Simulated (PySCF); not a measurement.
**C₄H₉O radical: EPR parameters**

What EPR parameters should C₄H₉O radical (`C[CH]OCC`) show?

The runs use PySCF 2.14.0, with density-fitted response routines of our own; the level of theory stands in each step. All values are computed, except where a source is named. Atoms count from 0, in the outputs and in this text.

## (1) The molecule as given

14 atoms, charge 0, multiplicity 2; geometry from: GFN2-xTB.

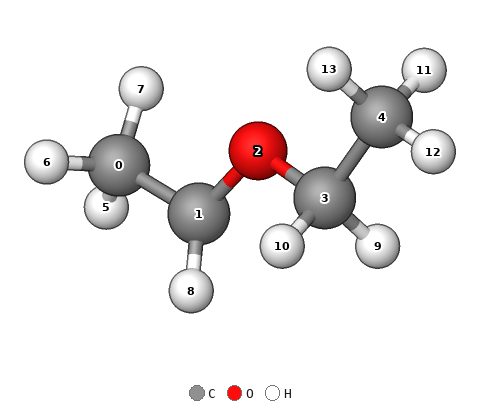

The starting geometry (carbon grey, oxygen red, hydrogen white), atoms numbered; sticks join atoms by distance.

## (2) EPR parameters: B3LYP/pcH-1

Job settings and geometry (Å):

```
{"job": {"kind": "epr", "basis": "pcH-1"}, "charge": 0, "multiplicity": 2}
C     -2.481187     0.207996     0.339593
C     -1.179870    -0.499146     0.346102
O     -0.118146     0.175827    -0.200441
C      1.145512    -0.419243    -0.030531
C      2.195381     0.478927    -0.665726
H     -3.298122    -0.504597     0.228972
H     -2.657411     0.767104     1.267483
H     -2.503831     0.912705    -0.487354
H     -0.961249    -1.250877     1.090244
H      1.157370    -1.413654    -0.502776
H      1.352809    -0.554321     1.042512
H      1.989638     0.596725    -1.726204
H      3.181725     0.041540    -0.539308
H      2.176705     1.460540    -0.199668
```

Level: UKS B3LYP, pcH-1 on C H O, non-relativistic, mean-field spin-orbit, GIAO.

Log:

```text
UKS, coarse grid
  cycle   1  E = -232.95221203  |g| = 4.28e-01
  cycle   2  E = -232.86002318  |g| = 6.61e-01
  cycle   3  E = -233.02285951  |g| = 9.90e-02
  cycle   4  E = -233.02628926  |g| = 3.09e-02
  cycle   5  E = -233.02673831  |g| = 3.99e-03
  cycle   6  E = -233.02674797  |g| = 1.72e-03
  cycle   7  E = -233.02674955  |g| = 8.38e-04
UKS, final grid
  cycle   1  E = -233.02673953  |g| = 9.67e-04
  cycle   2  E = -233.02673923  |g| = 1.30e-03
  cycle   3  E = -233.02673998  |g| = 1.73e-04
  cycle   4  E = -233.02673999  |g| = 4.94e-05
  cycle   5  E = -233.02674000  |g| = 2.32e-05
E = -233.02674000 Eh   <S^2> = 0.7533 (exact 0.7500)
g shifts (ppm)      1          2          3
  rmc          -184       -184       -184
  gc             -4         47         33
  oz_so         -32       1121       1931
  total        -219        984       1780
hyperfine (MHz)  atom isotope    a_iso     a_fc   dipolar eigenvalues
    0   13C     -21.52     -21.52     -2.16     -1.06      3.22
    1   13C     147.46     147.46    -76.06    -74.71    150.77
    2   17O     -22.16     -22.16    -63.19     30.21     32.98
    3   13C      -4.40      -4.40     -1.38     -1.05      2.44
    4   13C      -1.11      -1.11     -0.52     -0.28      0.80
    5    1H      49.73      49.73     -5.30     -4.74     10.05
    6    1H     125.63     125.63     -4.66     -2.83      7.48
    7    1H      12.40      12.40     -4.87     -4.24      9.11
    8    1H     -38.66     -38.66    -34.99     -0.86     35.84
    9    1H      10.64      10.64     -4.27     -3.48      7.75
   10    1H       9.20       9.20     -3.66     -3.28      6.94
   11    1H      -0.06      -0.06     -1.64     -1.52      3.16
   12    1H      -1.03      -1.03     -1.00     -0.88      1.88
   13    1H       0.27       0.27     -1.64     -1.55      3.19
```

Wall time 51 s (1 thread, shared host).

Principal g values 2.00210, 2.00330, 2.00410; g(iso) = 2.00317, against 2.00232 for a free electron.

Mean a(iso) over the nuclei that a row names, and the largest dipolar term of the row (other rows stand at the frozen geometry):

```csv
nuclei,isotope,a(iso) (MHz),"a(iso) (G, at g = 2.0023)",largest dipolar term (MHz)
C1,13C,147.5,52.6,150.8
"H5, H6, H7",1H,62.6,22.3,10.0
H8,1H,-38.7,-13.8,35.8
O2,17O,-22.2,-7.9,-63.2
C0,13C,-21.5,-7.7,3.2
"H9, H10",1H,9.9,3.5,7.8
C3,13C,-4.4,-1.6,2.4
C4,13C,-1.1,-0.4,0.8
"H11, H12, H13",1H,-0.3,-0.1,3.2
```

Mulliken spin populations:

C0 -0.07; C1 0.90; O2 0.11; C3 -0.02; C4 0.00; H5 0.02; H6 0.06; H7 0.00; H8 -0.03; H9 0.02; H10 0.01; H11 0.00; H12 0.00; H13 0.00

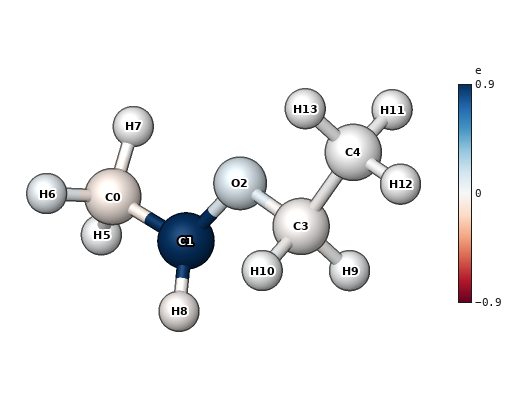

Mulliken spin populations, as colours on the atoms.

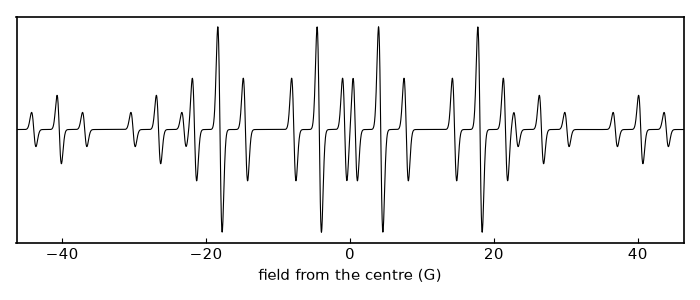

First-order isotropic spectrum (first derivative, main isotopes with spin only, couplings over 0.8 MHz, Gaussian width 0.3 G; couplings of the frozen geometry, rotation of groups not averaged beyond the rows shown).

## (3) Outcome

| quantity | value |
| --- | --- |
| g(iso) (B3LYP) | 2.00317 |
| ⟨S²⟩ | 0.753 (exact 0.75) |
| largest a(iso) (averaged by class) | 13C on C1, 147.5 MHz |

What this shows: Most of the unpaired spin sits on C1 (0.90 e). The isotropic g lies 0.8 ppt above the free-electron value.
